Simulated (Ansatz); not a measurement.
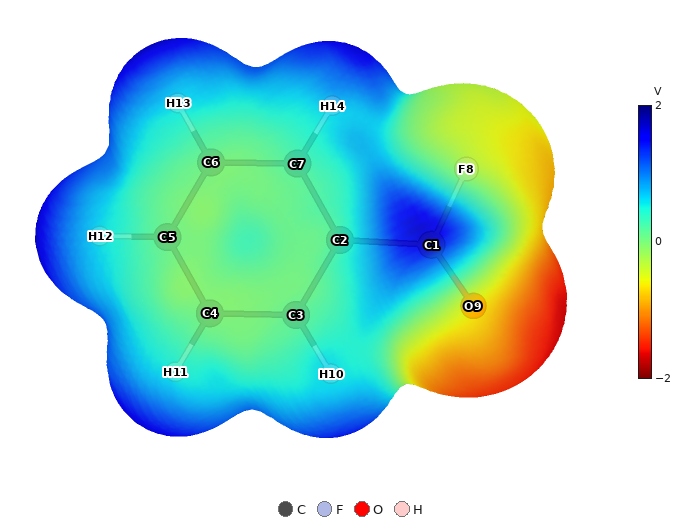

The picture shows: C₇H₅FO (SMILES O=C(F)c1ccccc1). The molecular electrostatic potential painted on the density surface at 0.004 e/bohr³, seen across its widest extent; red is negative and blue positive.

Geometry: PBE0-D3(BJ)/def2-SVP.

All numbers below come from isolated molecule in a Gaussian basis; Kohn-Sham density functional theory, functional PBE0 in Ansatz.

| atom | x (Å) | y (Å) | z (Å) |
| --- | --- | --- | --- |
| C | 0.4484 | -1.2722 | -0.1853 |
| C | -0.0421 | -0.7126 | 1.0908 |
| C | 0.2413 | -1.4176 | 2.2672 |
| C | -0.2010 | -0.9276 | 3.4902 |
| C | -0.9246 | 0.2653 | 3.5417 |
| C | -1.2077 | 0.9687 | 2.3709 |
| C | -0.7680 | 0.4829 | 1.1431 |
| F | 0.1110 | -0.5112 | -1.2387 |
| O | 1.0719 | -2.2694 | -0.3407 |
| H | 0.8097 | -2.3473 | 2.1975 |
| H | 0.0178 | -1.4758 | 4.4091 |
| H | -1.2710 | 0.6500 | 4.5040 |
| H | -1.7745 | 1.9012 | 2.4157 |
| H | -0.9826 | 1.0236 | 0.2204 |

> Describe the electrostatic potential map.

The most negative region (about −1.7 V) lies over O9, the most positive (about +1.7 V) over C1, H11, H12 and H13. O9 is the likeliest acceptor of a hydrogen bond.

> How polar is the molecule by this calculation?

Its dipole moment is 3.97 D.
